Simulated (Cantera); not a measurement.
Charge: 1 mol c-C4F8, 0.011 mol F2, 5.7 mol H2, at 10.0 mbar.

These are equilibrium values from Cantera (NASA tables, ideal gas, pure condensed phases), not measurements of a reactor. Candidate condensed phases: C, C6H6, C7H8, C8H18; 95 gas species. The feed counts by its element totals alone. Rates play no part.

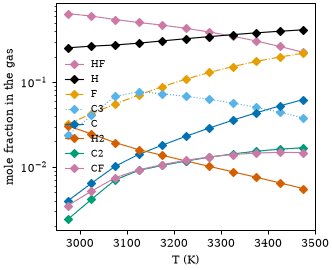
Equilibrium gas composition (values under 1e-9 drawn at 1e-9)

**Question.** Read off the mole fractions at 3275 K.

**Answer.** HF about 0.39, H about 0.35, F about 0.13, C3 about 0.063, C about 0.029, CF about 0.013, C2 about 0.013, H2 about 0.010.
